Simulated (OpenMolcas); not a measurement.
**Multiconfigurational calculation for Nb³⁺ complex**

- system: Nb³⁺ with 6 ligands (I and F; tetragonal octahedron, 2.75 Å), neutralised by 6 outer point charges of +0.5 e, whose field is part of the energies.
- method: state-averaged CASSCF, active space 2 electrons in the shell 4d, basis ANO-RCC-VDZP on the metal and ANO-RCC-VDZP on the ligands, DKH2 scalar Hamiltonian, spin-orbit coupling by RASSI with atomic mean-field integrals (OpenMolcas)

### Results in brief

| quantity | value |
| --- | --- |
| outcome | converged |
| energy of the lowest spin-free term | −32460.53454 hartree |
| energy of the lowest spin-orbit level | −32460.53626 hartree |
| largest spread among components of a term | 0.0 cm⁻¹ |
| hardware | 1 thread of Arm Neoverse V2, 24 GiB of memory available, shared host |
| wall time | 2.9 min |
| peak memory | 0.38 GiB |

### Remarks

Without dynamic correlation the splittings between terms come out too large, often by 20 to 50 %. Caveats: covalent bonds, ligand orbitals missing from the active space; distances are set from ionic radii, not optimised.

### Input
```
&GATEWAY
Coord
7

Nb 0.0 0.0 0.0
I 2.750000 0.000000 0.000000
I 0.000000 2.750000 0.000000
I -2.750000 0.000000 0.000000
I 0.000000 -2.750000 0.000000
F 0.000000 0.000000 1.958000
F 0.000000 0.000000 -1.958000
Basis=Nb.ANO-RCC-VDZP,F.ANO-RCC-VDZP,I.ANO-RCC-VDZP
Group=XYZ
NoMove
AngMom=0.0 0.0 0.0
AMFI
RICD
XField
3 Angstrom 0
5.550000 0.000000 0.000000 0.500000
0.000000 5.550000 0.000000 0.500000
0.000000 0.000000 4.758000 0.500000
&SEWARD
&RASSCF
FileOrb=start.orb
Symmetry=1
Spin=3
nActEl=2 0 0
Inactive=68 68
Ras2=5 0
CIRoot=10 10 1
SDav=10
CIMx=300
Iter=150 100
PrWF=0.3
OrbListing=Nothing
MaxOrb=0
LevShft=1.0
>>> COPY $Project.JobIph JOB001
&RASSCF
FileOrb=start.orb
Symmetry=1
Spin=1
nActEl=2 0 0
Inactive=68 68
Ras2=5 0
CIRoot=15 15 1
SDav=15
CIMx=300
Iter=150 100
PrWF=0.3
OrbListing=Nothing
MaxOrb=0
LevShft=1.0
>>> COPY $Project.JobIph JOB002
&RASSI
NrOfJobIphs=2 10 15
1 2 3 4 5 6 7 8 9 10
1 2 3 4 5 6 7 8 9 10 11 12 13 14 15
IphNames
JOB001
JOB002
EJob
SpinOrbit
DIPRint=1.0
SOCoupling=1000.0
Subsets=2
Property=9
'ANGMOM' 1 'ANGMOM' 2 'ANGMOM' 3 'MLTPL  1' 1 'MLTPL  1' 2 'MLTPL  1' 3
'AMFI' 1 'AMFI' 2 'AMFI' 3
SOProperty=3
'ANGMOM' 1 'ANGMOM' 2 'ANGMOM' 3
```

The file start.orb holds starting orbitals from an earlier step. A driver script formed the levels outside the program, from RASSI's spin-orbit matrix and the active-space energies, averaged over the components of each term or state.

Run as:
```bash
OMP_NUM_THREADS=1 MOLCAS_MEM=2457 MOLCAS_PROJECT=a pymolcas a.inp > a.log  # once for each step of the input, in one work folder
```

### Output (extracts)
```
--- SEWARD ---
Basis set label: NB.ANO-RCC...6S5P3D1F.

      Electronic valence basis set:
      ------------------
      Associated Effective Charge  41.000000 au
      Associated Actual Charge     41.000000 au
      Nuclear Model: Point charge

      Shell  nPrim  nBasis  Cartesian Spherical Contaminant
         s      21       6        X
         p      18       5        X
         d      13       3                 X
         f       6       1                 X
                  Relativistic Douglas-Kroll-Hess integrals:
                    - DKH order of Hamiltonian: 2
                    - DKH order of Properties : 0
                  Atomic mean-field integrals
--- RASSCF ---
Wave function specifications:
      -----------------------------

      Number of closed shell electrons         272
      Number of electrons in active shells       2
      Max number of holes in RAS1 space          0
      Max nr of electrons in RAS3 space          0
      Number of inactive orbitals              136
      Number of active orbitals                  5
      Number of secondary orbitals             102
      Spin quantum number                      1.0
      State symmetry                             1
Orbital specifications:
      -----------------------

      Symmetry species                           1   2
                                                ag  au
      Frozen orbitals                            0   0
      Inactive orbitals                         68  68
      Active orbitals                            5   0
      RAS1 orbitals                              0   0
      RAS2 orbitals                              5   0
      RAS3 orbitals                              0   0
      Secondary orbitals                        48  54
      Deleted orbitals                           0   0
      Number of basis functions                121 122
      Number of CSFs                            10
      Number of root(s) required                10
      Iter CI   SX   CI       RASSCF       Energy    max ROT     max BLB   max BLB  Level Ln srch  Step   QN
          iter iter root      energy       change     param      element    value   shift minimum  type update
 Nr of preliminary CI iterations:   1
      Total energies have been shifted. Add               -32000.00 au
        1   1   10    0  -459.77645321    0.00E+00  -1.03E-01*  67 116 2 -2.96E-01*  0.87   0.00    SX    NO
        2   1   10    0  -460.30838950   -5.32E-01* -5.74E-02   68  71 1  1.42E-01*  0.77   0.00    SX    NO
        3   1    9    0  -460.40409371   -9.57E-02*  3.23E-02   49  73 1 -6.73E-02*  0.82   0.00    SX    NO
        4   1    9    0  -460.43020120   -2.61E-02* -2.43E-02   49  73 1 -4.27E-02*  0.83   0.00    SX    NO
        5   1    9    0  -460.43987007   -9.67E-03* -3.05E-02   49  73 1 -2.84E-02*  0.83   2.50    LS   YES
        6   1    9    0  -460.44599154   -6.12E-03* -2.38E-02   49  73 1 -9.95E-03*  0.83   1.41    QN   YES
        7   1    9    0  -460.44758381   -1.59E-03* -1.46E-02   68  71 1 -4.67E-03*  0.82   1.66    LS   YES
        8   1    9    0  -460.44787807   -2.94E-04*  9.67E-03   68  71 1 -7.07E-03*  0.82   1.07    QN   YES
        9   1    8    0  -460.44827206   -3.94E-04*  1.01E-02   68  71 1 -4.02E-03*  0.82   2.08    LS   YES
       10   1    8    0  -460.44841825   -1.46E-04*  4.72E-03   65 113 1  2.32E-03*  0.81   1.04    QN   YES
        ...
       19   1    6    0  -460.44851030   -1.53E-07* -3.54E-04   68  80 1  6.58E-05   0.81   1.81    LS   YES
       20   1    6    0  -460.44851034   -4.02E-08*  2.32E-04   68  71 1 -6.44E-05   0.81   1.05    QN   YES
       21   1    6    0  -460.44851038   -4.36E-08*  2.12E-04   68  71 1 -4.36E-05   0.81   1.91    LS   YES
       22   1    5    0  -460.44851038   -4.48E-09   1.31E-04   65 114 2 -4.55E-05   0.81   0.53    QN   YES
      Convergence after 22 iterations
       23   1    5    0  -460.44851040   -1.61E-08*  1.31E-04   49  73 1 -1.89E-05   0.81   0.53    QN   YES
      Natural orbitals and occupation numbers for root  1
      sym 1:   0.985229   0.000000   0.014771   0.985229   0.014771
      Natural orbitals and occupation numbers for root  2
      sym 1:   0.985229   0.985229  -0.000000   0.014771   0.014771
      Natural orbitals and occupation numbers for root  3
      sym 1:   0.261085   0.738915   0.000000   0.738915   0.261085
::    RASSCF root number  1 Total energy: -32460.53454348
::    RASSCF root number  2 Total energy: -32460.53454348
::    RASSCF root number  3 Total energy: -32460.50271844
::    RASSCF root number  4 Total energy: -32460.46581114
::    RASSCF root number  5 Total energy: -32460.46232094
::    RASSCF root number  6 Total energy: -32460.46232094
::    RASSCF root number  7 Total energy: -32460.43080218
::    RASSCF root number  8 Total energy: -32460.36776609
::    RASSCF root number  9 Total energy: -32460.36776609
::    RASSCF root number 10 Total energy: -32460.35651120
--- RASSCF ---
Wave function specifications:
      -----------------------------

      Number of closed shell electrons         272
      Number of electrons in active shells       2
      Max number of holes in RAS1 space          0
      Max nr of electrons in RAS3 space          0
      Number of inactive orbitals              136
      Number of active orbitals                  5
      Number of secondary orbitals             102
      Spin quantum number                      0.0
      State symmetry                             1
Orbital specifications:
      -----------------------

      Symmetry species                           1   2
                                                ag  au
      Frozen orbitals                            0   0
      Inactive orbitals                         68  68
      Active orbitals                            5   0
      RAS1 orbitals                              0   0
      RAS2 orbitals                              5   0
      RAS3 orbitals                              0   0
      Secondary orbitals                        48  54
      Deleted orbitals                           0   0
      Number of basis functions                121 122
      Number of CSFs                            15
      Number of root(s) required                15
      Iter CI   SX   CI       RASSCF       Energy    max ROT     max BLB   max BLB  Level Ln srch  Step   QN
          iter iter root      energy       change     param      element    value   shift minimum  type update
 Nr of preliminary CI iterations:   1
      Total energies have been shifted. Add               -32000.00 au
        1   1   10    0  -460.40774956    0.00E+00  -7.06E-03   70  76 1 -4.16E-03*  0.82   0.00    SX    NO
        2   1   10    0  -460.40814158   -3.92E-04*  3.79E-03   64  73 1 -2.95E-03*  0.81   0.00    SX    NO
        3   1   10    0  -460.40829381   -1.52E-04*  2.56E-03   64  73 1 -2.19E-03*  0.81   0.00    SX    NO
        4   1    9    0  -460.40836109   -6.73E-05*  1.94E-03   64  73 1 -1.64E-03*  0.81   0.00    SX    NO
        5   1    9    0  -460.40839299   -3.19E-05*  2.87E-03   64  73 1 -1.21E-03*  0.81   2.50    LS   YES
        6   1    8    0  -460.40841958   -2.66E-05*  1.68E-03   64  73 1 -5.82E-04*  0.81   1.59    LS   YES
        7   1    8    0  -460.40842380   -4.22E-06* -1.24E-03   71  80 1 -4.31E-04*  0.81   1.01    QN   YES
        8   1    8    0  -460.40842641   -2.61E-06* -1.84E-03   71  80 1 -3.55E-04*  0.81   2.50    LS   YES
        9   1    7    0  -460.40842885   -2.44E-06* -1.67E-03   71  80 1 -2.41E-04*  0.81   1.91    LS   YES
       10   1    8    0  -460.40842956   -7.07E-07* -6.92E-04   55  80 2 -2.01E-04*  0.81   1.00    QN   YES
       11   1    8    0  -460.40843019   -6.28E-07* -1.03E-03   64  73 1  1.23E-04*  0.81   2.50    LS   YES
       12   1    7    0  -460.40843062   -4.29E-07* -8.71E-04   49  94 2 -2.16E-04*  0.81   1.23    QN   YES
       13   1    7    0  -460.40843100   -3.82E-07*  6.90E-04   71  74 1 -8.71E-05   0.81   1.37    QN   YES
       14   1    7    0  -460.40843115   -1.54E-07*  1.03E-03   63  71 1 -6.39E-05   0.81   2.50    LS   YES
       15   1    7    0  -460.40843115   -1.27E-09  -4.60E-04   49  94 2  1.10E-04*  0.81   0.50    QN   YES
       16   1    7    0  -460.40843125   -9.42E-08* -1.47E-04   63  71 1 -3.79E-05   0.81   1.30    QN   YES
       17   1    6    0  -460.40843127   -1.80E-08* -2.20E-04   71  74 1 -2.05E-05   0.81   2.50    LS   YES
       18   1    6    0  -460.40843125    1.20E-08* -1.07E-04   49  94 2 -5.80E-05   0.81   0.30    LS   YES
       19   1    6    0  -460.40843127   -1.70E-08* -1.22E-04   49  94 2 -3.15E-05   0.81   1.15    QN   YES
       20   1    5    0  -460.40843128   -3.70E-09  -1.83E-04   60  71 1 -1.10E-05   0.81   2.50    LS   YES
      Convergence after 20 iterations
       21   1    5    0  -460.40843127    2.54E-09  -1.83E-04   49  94 2  2.27E-05   0.81   2.50    LS   YES
      Natural orbitals and occupation numbers for root  1
      sym 1:   1.883594   0.053339   0.053339   0.009415   0.000312
      Natural orbitals and occupation numbers for root  2
      sym 1:   0.979559   0.979559   0.020441   0.000000   0.020441
      Natural orbitals and occupation numbers for root  3
      sym 1:   0.979559   0.020441  -0.000000   0.979559   0.020441
::    RASSCF root number  1 Total energy: -32460.52189816
::    RASSCF root number  2 Total energy: -32460.49440462
::    RASSCF root number  3 Total energy: -32460.49440461
::    RASSCF root number  4 Total energy: -32460.45643819
::    RASSCF root number  5 Total energy: -32460.45213623
::    RASSCF root number  6 Total energy: -32460.45203800
::    RASSCF root number  7 Total energy: -32460.42519409
::    RASSCF root number  8 Total energy: -32460.42519409
::    RASSCF root number  9 Total energy: -32460.42047488
::    RASSCF root number 10 Total energy: -32460.38159410
::    RASSCF root number 11 Total energy: -32460.36675614
::    RASSCF root number 12 Total energy: -32460.34938905
::    RASSCF root number 13 Total energy: -32460.34938905
::    RASSCF root number 14 Total energy: -32460.31037110
::    RASSCF root number 15 Total energy: -32460.22678678
--- RASSI ---
SPIN-FREE ENERGIES:
  (Shifted by EMIN (a.u.) =     -32460.5345434778)

 SF State       Relative EMIN(au)   Rel lowest level(eV)    D:o, cm**(-1)

     1             0.0000000000        0.0000000000              0.0000
     2             0.0000000000        0.0000000000              0.0000
    11             0.0126453208        0.3440967087           2775.3271
     3             0.0318250356        0.8660033364           6984.7880
    12             0.0401388625        1.0922340914           8809.4621
    13             0.0401388632        1.0922341110           8809.4622
     4             0.0687323343        1.8703020958          15085.0037
     5             0.0722225354        1.9652753056          15851.0143
     6             0.0722225354        1.9652753056          15851.0143
    14             0.0781052897        2.1253532053          17142.1297
    15             0.0824072500        2.2424155105          18086.3008
    16             0.0825054739        2.2450883164          18107.8585
     7             0.1037412984        2.8229445415          22768.5832
    17             0.1093493855        2.9755483652          23999.4161
    18             0.1093493855        2.9755483652          23999.4161
    19             0.1140685954        3.1039646085          25035.1629
    20             0.1529493818        4.1619647039          33568.5092
     9             0.1667773830        4.5382437847          36603.4046
     8             0.1667773830        4.5382437847          36603.4046
    21             0.1677873360        4.5657260067          36825.0637
    10             0.1780322759        4.8445050245          39073.5681
    22             0.1851544254        5.0383085861          40636.6993
    23             0.1851544254        5.0383085861          40636.6993
    24             0.2241723792        6.1000411969          49200.1503
    25             0.3077566953        8.3744863049          67544.7872
     Dipole printing threshold changed to   1.00000000E+00
Eigenvalues of complex Hamiltonian:
   -----------------------------------
  (Shifted by EMIN (a.u.) =     -32460.5345434778)

 SO State       Relative EMIN(au)   Rel lowest level(eV)    D:o, cm**(-1)

     1            -0.0017163696        0.0000000000              0.0000
     2            -0.0016670182        0.0013429183             10.8314
     3            -0.0001751336        0.0419391682            338.2622
     4            -0.0001751336        0.0419391680            338.2622
     5             0.0007979867        0.0684191187            551.8374
     6             0.0015059085        0.0876826544            707.2083
     7             0.0130410092        0.4015687352           3238.8703
     8             0.0317051876        0.9094469011           7335.1839
     9             0.0317051876        0.9094469010           7335.1839
    10             0.0318488845        0.9133570920           7366.7218
    11             0.0400607355        1.1368129417           9169.0147
    12             0.0400607362        1.1368129612           9169.0149
    13             0.0684947331        1.9105414338          15409.5559
    14             0.0686322929        1.9142846260          15439.7468
    15             0.0686322929        1.9142846259          15439.7468
    16             0.0710333003        1.9796193671          15966.7070
    17             0.0711749347        1.9834734347          15997.7921
    18             0.0724227828        2.0174291117          16271.6631
    19             0.0724227828        2.0174291115          16271.6631
    20             0.0726015222        2.0222928580          16310.8919
    21             0.0735480142        2.0480482183          16518.6229
    22             0.0787759702        2.1903081471          17666.0266
    23             0.0824326112        2.2898104191          18468.5665
    24             0.0826289583        2.2951532950          18511.6597
    25             0.1037525507        2.8699555264          23147.7524
    26             0.1037565780        2.8700651164          23148.6363
    27             0.1037565780        2.8700651162          23148.6363
    28             0.1094085797        3.0238639163          24389.1073
    29             0.1094085797        3.0238639164          24389.1073
    30             0.1140861259        3.1511464317          25415.7100
    31             0.1526211579        4.1997380737          33873.1720
    32             0.1653388803        4.5458049282          36664.3894
    33             0.1655194097        4.5507173829          36704.0110
    34             0.1667209271        4.5834123376          36967.7136
    35             0.1667209271        4.5834123373          36967.7136
    36             0.1681005525        4.6209538590          37270.5064
    37             0.1681201142        4.6214861581          37274.7997
    38             0.1683487389        4.6277073551          37324.9770
    39             0.1781091767        4.8933023957          39467.1455
    40             0.1781091767        4.8933023959          39467.1455
    41             0.1782243100        4.8964353346          39492.4143
Weights of the five most important spin-orbit-free states for each spin-orbit state.

 SO State  Total energy (au)           Spin-free states, spin, and weights
 -------------------------------------------------------------------------------------------------------
    1        -0.001716       2 1.0  0.4991    1 1.0  0.4991   15 0.0  0.0007    7 1.0  0.0006    6 1.0  0.0002
    2        -0.001667       1 1.0  0.4994    2 1.0  0.4994   16 0.0  0.0006   20 0.0  0.0002    6 1.0  0.0002
    3        -0.000175       2 1.0  0.9956    3 1.0  0.0027   13 0.0  0.0011    7 1.0  0.0004    1 1.0  0.0001
    4        -0.000175       1 1.0  0.9956    3 1.0  0.0027   12 0.0  0.0011    7 1.0  0.0004    2 1.0  0.0001
    5         0.000798       1 1.0  0.4754    2 1.0  0.4754   11 0.0  0.0415    3 1.0  0.0068   19 0.0  0.0003
    6         0.001506       2 1.0  0.4997    1 1.0  0.4997   14 0.0  0.0003    6 1.0  0.0002    5 1.0  0.0002
    7         0.013041      11 0.0  0.9536    2 1.0  0.0217    1 1.0  0.0217    3 1.0  0.0025    4 1.0  0.0005
    8         0.031705       3 1.0  0.9828   12 0.0  0.0114    1 1.0  0.0031    6 1.0  0.0023   13 0.0  0.0002
    9         0.031705       3 1.0  0.9828   13 0.0  0.0114    2 1.0  0.0031    5 1.0  0.0023   12 0.0  0.0002
   10         0.031849       3 1.0  0.9861   11 0.0  0.0043    1 1.0  0.0025    2 1.0  0.0025    5 1.0  0.0018
   11         0.040061      12 0.0  0.9810    3 1.0  0.0124    4 1.0  0.0032    6 1.0  0.0017    1 1.0  0.0008
   12         0.040061      13 0.0  0.9810    3 1.0  0.0124    4 1.0  0.0032    5 1.0  0.0017    2 1.0  0.0008
```

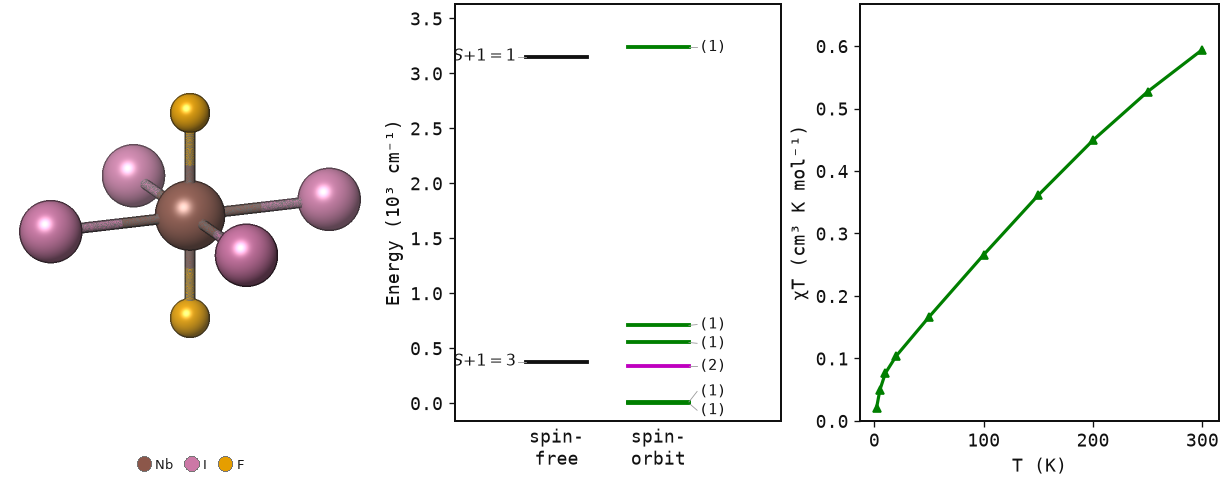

*Nb³⁺ (4d²) with 6 ligands, I⁻ with axial F⁻, at 2.75 Å (arrangement: tetragonal octahedron, D4h), axial distortion 0.712, neutralised by outer point charges of +0.5 e, and its levels and susceptibility. Labels give the representation in O, Td, D4 or D3 as the site allows (double group for half-integer spin) where it could be assigned and, in brackets, the degeneracy; spin-free states, where drawn, share the zero of the spin-orbit levels. Powder susceptibility by Van Vleck's formula.*

The ground level is non-degenerate, 100 % from states of spin multiplicity 3. The next level lies at 11 cm⁻¹. χT is 0.0213 cm³ K mol⁻¹ at 2 K and 0.594 at 300 K, an effective moment of 2.18 μB. The active orbitals hold 66 to 90 % metal character (Löwdin), and the Mulliken charge of the metal is +1.33.
